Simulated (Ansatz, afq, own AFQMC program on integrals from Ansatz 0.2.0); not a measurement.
# BSiH4 (doublet): quantum Monte Carlo beside coupled cluster at twist about Si1–B2 = 0.0°, 6-31G, part 1 of 2

How near does AFQMC come to the top of the ladder for BSiH4 (doublet)?

The runs use Ansatz 0.2.0, Gaussian basis, and an in-house AFQMC program (afq) on its integrals; all values are calculated; 6-31G, frozen cores.

Plan: PBE (unrestricted); r2SCAN (unrestricted); PBE0 (unrestricted); B3LYP (unrestricted); wB97M-V (unrestricted); B2PLYP (unrestricted); CCSD(T) on UHF; CCSDT(Q) on UHF; Phaseless AFQMC, CISD trial on UHF; Phaseless AFQMC, single-determinant trial on UHF; Free-projection AFQMC, CISD trial on UHF.

2 further runs of the same task are left out: 2 that didn't finish.

## (1) What is computed

The geometry derives from a PBE0/def2-TZVP stationary point (not a proven minimum). One half is turned about the bond named; the halves are rigid.

6 atoms, charge 0, spin multiplicity 2.

Atoms are counted from 1 here; the program's logs count them from 0.

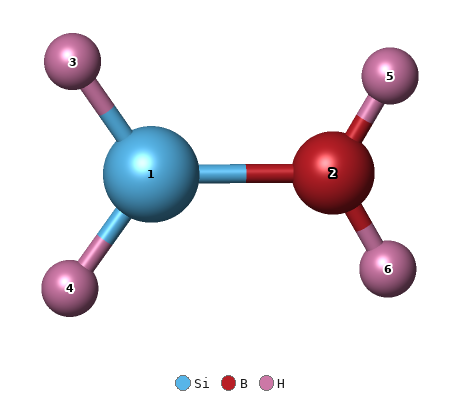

The structure; silicon blue, boron red, hydrogen pink; atoms are numbered from 1 in the order of the file.

## (2) PBE (unrestricted)

in.yaml reads:

```yaml
crystal:
  periodic: [false, false, false]
  atoms:
    - {symbol: Si, position_ang: [0.000000, 0.000000, 0.562441]}
    - {symbol: B, position_ang: [0.000000, 0.000000, -1.359948]}
    - {symbol: H, position_ang: [0.000000, 1.218724, 1.409347]}
    - {symbol: H, position_ang: [0.000000, -1.218724, 1.409347]}
    - {symbol: H, position_ang: [0.000000, 1.037036, -1.952056]}
    - {symbol: H, position_ang: [0.000000, -1.037036, -1.952056]}
basis:
  gaussian: {orbitals: 6-31G}
magnetization: {spin_polarized: true, initial_magnetization: 1}
hamiltonian: {xc: {name: PBE}}
output: {orbitals: {seedname: orbitals}}
```

Started as:

```bash
ansatz run in.yaml --threads 1 --pin off --events-out ev --progress --plain --max-ram 1382MiB
```

Log:

```text
Functional definition: PBE
  name "PBE"
  cite "Perdew, Burke & Ernzerhof, Phys. Rev. Lett. 77, 3865 (1996) doi:10.1103/PhysRevLett.77.3865"
  parent pbe
  parameter kappa = 0.804
  parameter beta = 0.06672455060314922
  exchange = pbe_x(kappa = kappa, mu = beta*pi^2/3)
  correlation = pbe_c(beta = beta)
394 factors; integrals over basis functions are off by at most 2.5e-4 eV
mean field evaluation 1: about -8607.7718 eV, gradient 1.7e1 eV
mean field evaluation 2: about -8606.1237 eV, gradient 2.1e1 eV
mean field evaluation 4: about -8610.1403 eV, gradient 5.0e-1 eV
mean field evaluation 8: about -8610.1303 eV, gradient 5.3e-3 eV
mean field -8610.13029988 eV, -316.4164523647 hartree, gradient 3.8e-5 eV, S^2 0.752057; 0 other end points of the search recorded, 0 dependent functions left out
reference -8610.13033272 eV, -316.4164535714 hartree; 12, 11 occupied and 18, 19 virtual orbitals, 394 factors
Total energy: -8610.13033272 eV, -316.4164535714 hartree
```

It took 3.2 s on 1 thread of AMD EPYC (Zen 3), shared host.

From the report: ⟨S²⟩ of the determinant 0.752 (pure doublet: 0.75).

## (3) r2SCAN (unrestricted)

in.yaml, as its differences from that of step 2:

```diff
@@ -12,3 +12,2 @@
 magnetization: {spin_polarized: true, initial_magnetization: 1}
-hamiltonian: {xc: {name: PBE}}
-output: {orbitals: {seedname: orbitals}}
+hamiltonian: {xc: {name: r2SCAN}}
```

Launched as before.

Log:

```text
Functional definition: r2SCAN
  name "r2SCAN"
  cite "Furness, Kaplan, Ning, Perdew & Sun, J. Phys. Chem. Lett. 11, 8208 (2020) doi:10.1021/acs.jpclett.0c02405"
  cite "Furness, Kaplan, Ning, Perdew & Sun, J. Phys. Chem. Lett. 11, 9248 (2020) doi:10.1021/acs.jpclett.0c03077"
  parent r2scan
  parameter k0 = 0.174
  parameter k1 = 0.065
  parameter a1 = 4.9479
  exchange = r2scan_x(k0 = k0, k1 = k1, a1 = a1)
  correlation = r2scan_c
394 factors; integrals over basis functions are off by at most 2.5e-4 eV
mean field evaluation 1: about -8612.5937 eV, gradient 1.4e1 eV
mean field evaluation 2: about -8611.9150 eV, gradient 1.6e1 eV
mean field evaluation 4: about -8614.3150 eV, gradient 3.7e-1 eV
mean field evaluation 8: about -8614.3051 eV, gradient 1.3e-2 eV
mean field evaluation 16: about -8614.3051 eV, gradient 1.7e-5 eV
mean field -8614.30509028 eV, -316.5698730822 hartree, gradient 1.7e-5 eV, S^2 0.754244; 0 other end points of the search recorded, 0 dependent functions left out
reference -8614.30510052 eV, -316.5698734585 hartree; 12, 11 occupied and 18, 19 virtual orbitals, 394 factors
Total energy: -8614.30510052 eV, -316.5698734585 hartree
```

It took 4 s on 1 thread of AMD EPYC (Zen 3), shared host.

From the report: ⟨S²⟩ of the determinant 0.754 (pure doublet: 0.75).

## (4) PBE0 (unrestricted)

in.yaml, as its differences from that of step 3:

```diff
@@ -12,2 +12,3 @@
 magnetization: {spin_polarized: true, initial_magnetization: 1}
-hamiltonian: {xc: {name: r2SCAN}}
+hamiltonian: {xc: {name: PBE0}}
+output: {orbitals: {seedname: orbitals}}
```

Launched as before.

Log:

```text
Functional definition: PBE0
  name "PBE0"
  cite "Adamo & Barone, J. Chem. Phys. 110, 6158 (1999) doi:10.1063/1.478522"
  cite "Perdew, Burke & Ernzerhof, Phys. Rev. Lett. 77, 3865 (1996) doi:10.1103/PhysRevLett.77.3865"
  parent pbe
  parameter a = 0.25
  parameter kappa = 0.804
  parameter beta = 0.06672455060314922
  exchange = (1 - a)*pbe_x(kappa = kappa, mu = beta*pi^2/3) + a*exact_x
  correlation = pbe_c(beta = beta)
394 factors; integrals over basis functions are off by at most 2.5e-4 eV
mean field evaluation 1: about -8609.9082 eV, gradient 1.2e1 eV
mean field evaluation 2: about -8610.0016 eV, gradient 1.1e1 eV
mean field evaluation 4: about -8611.0608 eV, gradient 4.5e-1 eV
mean field evaluation 8: about -8611.1519 eV, gradient 8.3e-2 eV
mean field evaluation 16: about -8611.1521 eV, gradient 6.9e-6 eV
mean field -8611.15209146 eV, -316.4540025126 hartree, gradient 7.1e-6 eV, S^2 0.752691; 0 other end points of the search recorded, 0 dependent functions left out
reference -8611.15211606 eV, -316.4540034168 hartree; 12, 11 occupied and 18, 19 virtual orbitals, 394 factors
Total energy: -8611.15211606 eV, -316.4540034168 hartree
```

It took 2.6 s on 1 thread of AMD EPYC (Zen 3), shared host.

From the report: ⟨S²⟩ of the determinant 0.753 (pure doublet: 0.75).

## (5) B3LYP (unrestricted)

in.yaml, as its differences from that of step 4:

```diff
@@ -12,3 +12,2 @@
 magnetization: {spin_polarized: true, initial_magnetization: 1}
-hamiltonian: {xc: {name: PBE0}}
-output: {orbitals: {seedname: orbitals}}
+hamiltonian: {xc: {name: B3LYP}}
```

Same command.

Log:

```text
Functional definition: B3LYP
  name "B3LYP"
  cite "Stephens, Devlin, Chabalowski & Frisch, J. Phys. Chem. 98, 11623 (1994) doi:10.1021/j100096a001"
  cite "Becke, Phys. Rev. A 38, 3098 (1988) doi:10.1103/PhysRevA.38.3098"
  cite "Lee, Yang & Parr, Phys. Rev. B 37, 785 (1988) doi:10.1103/PhysRevB.37.785"
  cite "Vosko, Wilk & Nusair, Can. J. Phys. 58, 1200 (1980) doi:10.1139/p80-159"
  parameter a0 = 0.2
  parameter ax = 0.72
  parameter ac = 0.81
  exchange = (1 - a0 - ax)*slater_x + ax*b88_x + a0*exact_x
  correlation = (1 - ac)*vwn_rpa_c + ac*lyp_c
394 factors; integrals over basis functions are off by at most 2.5e-4 eV
mean field evaluation 1: about -8614.8091 eV, gradient 1.4e1 eV
mean field evaluation 2: about -8614.7432 eV, gradient 1.4e1 eV
mean field evaluation 4: about -8616.3348 eV, gradient 6.2e-1 eV
mean field evaluation 8: about -8616.4110 eV, gradient 7.8e-2 eV
mean field evaluation 16: about -8616.4111 eV, gradient 3.4e-5 eV
mean field -8616.41111705 eV, -316.6472681383 hartree, gradient 3.4e-5 eV, S^2 0.751750; 0 other end points of the search recorded, 0 dependent functions left out
reference -8616.41133016 eV, -316.6472759701 hartree; 12, 11 occupied and 18, 19 virtual orbitals, 394 factors
Total energy: -8616.41133016 eV, -316.6472759701 hartree
```

Run time: 2.5 s. Hardware: 1 thread of AMD EPYC (Zen 3), shared host.

From the report: ⟨S²⟩ of the determinant 0.752 (pure doublet: 0.75).

## (6) wB97M-V (unrestricted)

in.yaml, as its differences from that of step 5:

```diff
@@ -12,2 +12,3 @@
 magnetization: {spin_polarized: true, initial_magnetization: 1}
-hamiltonian: {xc: {name: B3LYP}}
+hamiltonian: {xc: {name: wB97M-V}}
+output: {orbitals: {seedname: orbitals}}
```

Launched as before.

Log:

```text
Functional definition: wB97M-V
  name "wB97M-V"
  cite "Mardirossian & Head-Gordon, J. Chem. Phys. 144, 214110 (2016) doi:10.1063/1.4952647"
  cite "Becke, J. Chem. Phys. 107, 8554 (1997) doi:10.1063/1.475007"
  cite "Vydrov & Van Voorhis, J. Chem. Phys. 133, 244103 (2010) doi:10.1063/1.3521275"
  # Of w^i u^j: cxij and so on, Table III.
  parameter omega = 0.3/bohr
  parameter cx = 0.15
  parameter cx01 = 1.007
  parameter cx10 = 0.259
  parameter css00 = 0.443
  parameter css04 = -1.437
  parameter css10 = -4.535
  parameter css20 = -3.390
  parameter css43 = 4.278
  parameter cos00 = 1.000
  parameter cos10 = 1.358
  parameter cos20 = 2.924
  parameter cos21 = -8.812
  parameter cos60 = -1.390
  parameter cos61 = 9.142
  parameter b = 6.0
  parameter c = 0.01
  gx(w, u) = 1 - cx + cx01*u + cx10*w
  gss(w, u) = css00 + css04*u^4 + css10*w + css20*w^2 + css43*w^4*u^3
  gos(w, u) = cos00 + cos10*w + (cos20 + cos21*u)*w^2 + (cos60 + cos61*u)*w^6
  exchange = spin_sum(e_x_unif_sr(omega)*gx(b97_w, b97_u_x)) + cx*exact_x_sr(omega) + exact_x_lr(omega)
  correlation = spin_sum(e_c_pw_mod_same_spin*gss(b97_w, b97_u_same))
      + integral(e_c_pw_mod_opposite_spin*gos(b97_w_opposite, b97_u_opposite)) + vv10(b, c)
394 factors; integrals over basis functions are off by at most 2.5e-4 eV
155 factors; integrals over basis functions are off by at most 4.4e-6 eV
mean field evaluation 1: about -8613.5954 eV, gradient 7.3e0 eV
mean field evaluation 2: about -8613.9837 eV, gradient 3.7e0 eV
mean field evaluation 4: about -8614.0856 eV, gradient 6.3e-1 eV
mean field evaluation 8: about -8614.1445 eV, gradient 1.1e-1 eV
mean field evaluation 16: about -8614.1450 eV, gradient 5.0e-5 eV
mean field -8614.14501224 eV, -316.5639903226 hartree, gradient 5.0e-5 eV, S^2 0.751172; 0 other end points of the search recorded, 0 dependent functions left out
reference -8614.14504713 eV, -316.5639916049 hartree; 12, 11 occupied and 18, 19 virtual orbitals, 394 factors
Total energy: -8614.14504713 eV, -316.5639916049 hartree
```

Run time: 10 s. Hardware: 1 thread of AMD EPYC (Zen 3), shared host.

From the report: ⟨S²⟩ of the determinant 0.751 (pure doublet: 0.75).

## (7) B2PLYP (unrestricted)

in.yaml, as its differences from that of step 6:

```diff
@@ -12,3 +12,3 @@
 magnetization: {spin_polarized: true, initial_magnetization: 1}
-hamiltonian: {xc: {name: wB97M-V}}
-output: {orbitals: {seedname: orbitals}}
+hamiltonian: {xc: {name: B2PLYP}}
+correlation: {electrons: outside_noble_gas}
```

The command is unchanged.

Log:

```text
Functional definition: B2PLYP
  name "B2PLYP"
  cite "Grimme, J. Chem. Phys. 124, 034108 (2006) doi:10.1063/1.2148954"
  cite "Becke, Phys. Rev. A 38, 3098 (1988) doi:10.1103/PhysRevA.38.3098"
  cite "Lee, Yang & Parr, Phys. Rev. B 37, 785 (1988) doi:10.1103/PhysRevB.37.785"
  parameter a = 0.53
  parameter c = 0.27
  exchange = (1 - a)*b88_x + a*exact_x
  correlation = (1 - c)*lyp_c + c*(mp2_os + mp2_ss)
394 factors; integrals over basis functions are off by at most 2.5e-4 eV
mean field evaluation 1: about -8608.5301 eV, gradient 8.6e0 eV
mean field evaluation 2: about -8608.5232 eV, gradient 8.6e0 eV
mean field evaluation 4: about -8609.2126 eV, gradient 6.7e-1 eV
mean field evaluation 8: about -8609.2310 eV, gradient 1.6e-2 eV
mean field evaluation 16: about -8609.2310 eV, gradient 1.8e-6 eV
mean field -8609.23097086 eV, -316.3834026326 hartree, gradient 1.8e-6 eV, S^2 0.753388; 0 other end points of the search recorded, 0 dependent functions left out
6 core orbitals not correlated: weight in the atoms' cores, before any rotation towards them, 1.000 or more for the frozen orbitals, at most 0.000 for the correlated occupied ones
reference -8609.23110599 eV, -316.3834075987 hartree; 6, 5 occupied and 18, 19 virtual orbitals, 394 factors
second order -3.42357995 eV of doubles, -0.00000000 eV of singles
Total energy: -8610.15547258 eV, -316.4173774442 hartree
```

Wall time 3.3 s (1 thread of AMD EPYC (Zen 3), shared host).

From the report: ⟨S²⟩ of the determinant 0.753 (pure doublet: 0.75).

## (8) CCSD(T) on UHF

in.yaml, as its differences from that of step 7:

```diff
@@ -12,3 +12,2 @@
 magnetization: {spin_polarized: true, initial_magnetization: 1}
-hamiltonian: {xc: {name: B2PLYP}}
-correlation: {electrons: outside_noble_gas}
+correlation: {method: ccsd_t, electrons: outside_noble_gas, hamiltonian_folder: ham}
```

Same command.

Log:

```text
Functional definition: HF
  name "HF"
  cite "Fock, Z. Phys. 61, 126 (1930) doi:10.1007/BF01340294"
  parent pbe
  exchange = exact_x
  correlation = 0
394 factors; integrals over basis functions are off by at most 2.5e-4 eV
mean field evaluation 1: about -8592.8949 eV, gradient 8.0e0 eV
mean field evaluation 2: about -8592.8931 eV, gradient 8.0e0 eV
mean field evaluation 4: about -8593.6615 eV, gradient 9.3e-1 eV
mean field evaluation 8: about -8593.7027 eV, gradient 6.6e-2 eV
mean field evaluation 16: about -8593.6877 eV, gradient 5.8e-1 eV
mean field evaluation 32: about -8590.3808 eV, gradient 9.4e0 eV
mean field -8593.70277634 eV, -315.8127520095 hartree, gradient 1.4e-6 eV, S^2 0.759554; 1 other end points of the search recorded, 0 dependent functions left out
6 core orbitals not correlated: weight in the atoms' cores, before any rotation towards them, 1.000 or more for the frozen orbitals, at most 0.000 for the correlated occupied ones
reference -8593.70277634 eV, -315.8127520095 hartree; 6, 5 occupied and 18, 19 virtual orbitals, 394 factors
second order -2.66527951 eV of doubles, -0.00000000 eV of singles
cycle   1  -3.22129652 eV  change   -5.6e-1 eV  update   6.3e-2
cycle   2  -3.47390643 eV  change   -2.5e-1 eV  update   2.7e-2
cycle   3  -3.49188237 eV  change   -1.8e-2 eV  update   9.4e-3
cycle   4  -3.49057564 eV  change    1.3e-3 eV  update   3.7e-3
cycle   5  -3.49001427 eV  change    5.6e-4 eV  update   1.3e-3
cycle   6  -3.48986362 eV  change    1.5e-4 eV  update   3.8e-4
cycle   7  -3.48980648 eV  change    5.7e-5 eV  update   1.6e-4
cycle   8  -3.48980622 eV  change    2.5e-7 eV  update   5.4e-5
cycle   9  -3.48978557 eV  change    2.1e-5 eV  update   1.5e-5
cycle  10  -3.48978567 eV  change   -1.0e-7 eV  update   4.3e-6
perturbative correction -0.06706681 eV, -0.0024646597 hartree
Total energy: -8597.25962882 eV, -315.9434639271 hartree
```

Run time: 2.6 s. Hardware: 1 thread of AMD EPYC (Zen 3), shared host.

From the report: ⟨S²⟩ of the determinant 0.760 (pure doublet: 0.75); correlation -3.5569 eV; T1 0.017; largest double amplitude 0.03.

This run also writes the integrals to the folder ham.

(Continued in part 2 of 2.)
